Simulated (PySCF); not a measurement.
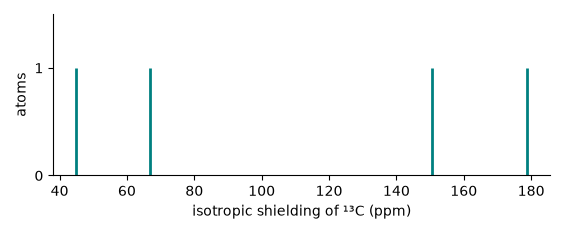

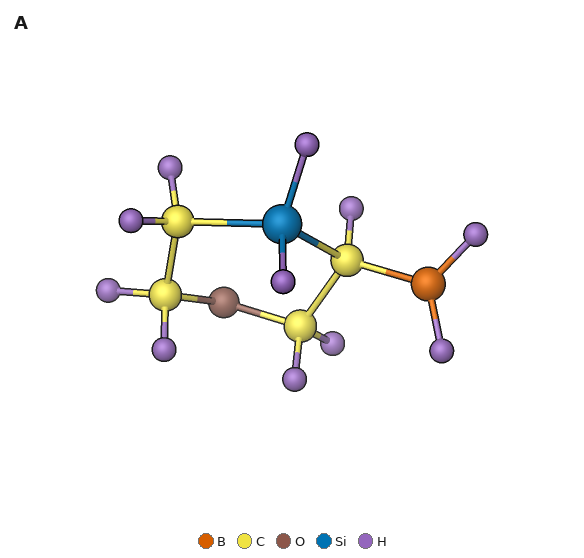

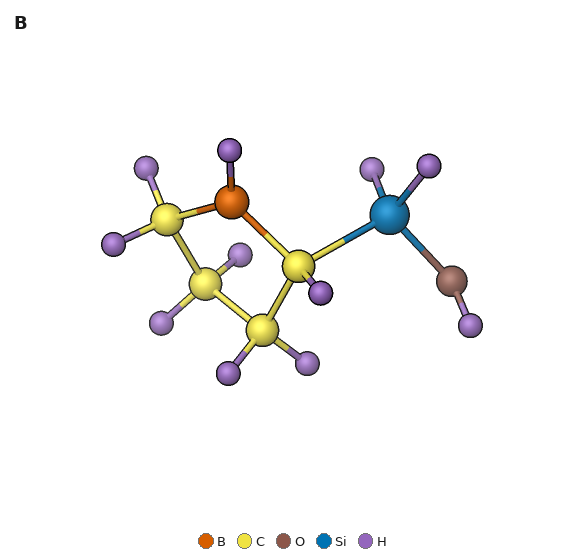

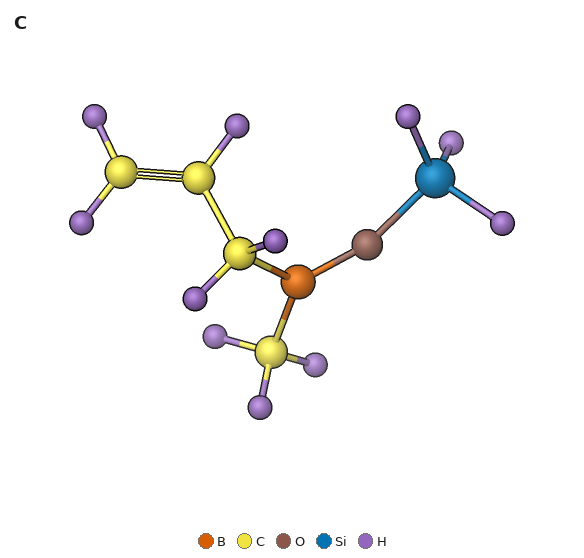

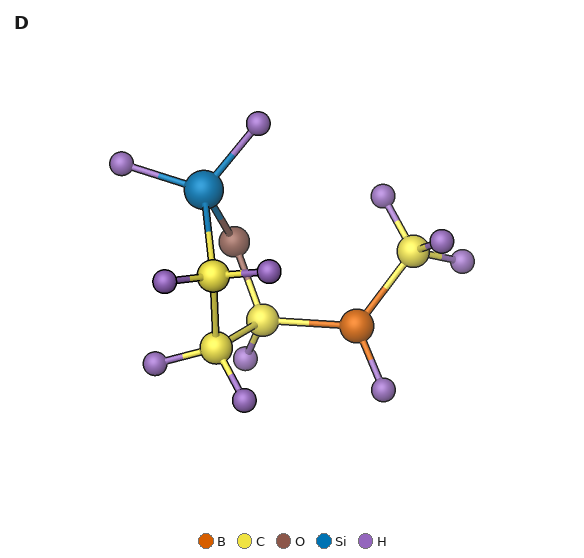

The sticks are computed shieldings of one of the molecules, for one fixed geometry (GFN2-xTB) without averaging over rotations. Low shielding means a high chemical shift. Method: GIAO PBE0/pcSseg-1 NMR shielding, non-relativistic, gas phase (PySCF 2.14.0).

Question: Which molecule gives this pattern?

Answer: C, `C=CCB(C)O[SiH3]`. Its 4 C atoms give lines at 44.8, 66.9, 150.6, 178.9 ppm.

The geometry is semi-empirical. Around B, Si such bond lengths and angles can be off by a tenth of an ångström or more and by several degrees, and values that hang on the shape move with them.
